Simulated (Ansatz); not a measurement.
Base system: ZnO in the wurtzite structure (space group P6_3mc, No. 186; a = 3.230 Å, c = 5.214 Å). Axes: x lies along a and z along c of the hexagonal cell.

The change: the cell is compressed by 1.80 % along x with no lateral relaxation; the atoms relax in the strained cell.

Method: DFT with PBEsol, PAW potentials and a 420 eV plane-wave cutoff in Ansatz (a first-principles code), spin-orbit coupling left out.

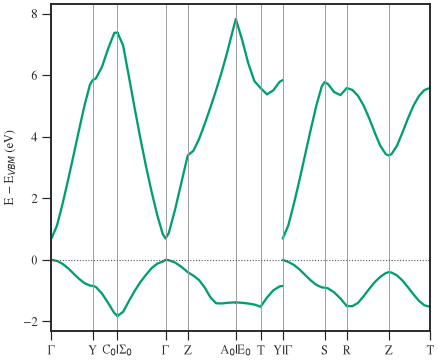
Fig. 1. Highest valence and lowest conduction band along the path of the changed cell's own zone

Read the changed gap and its character from the plot.

About 0.7 eV, direct at Γ.

Stability against distortions was not tested. Labels are those of the standard path for the cell's own space group.
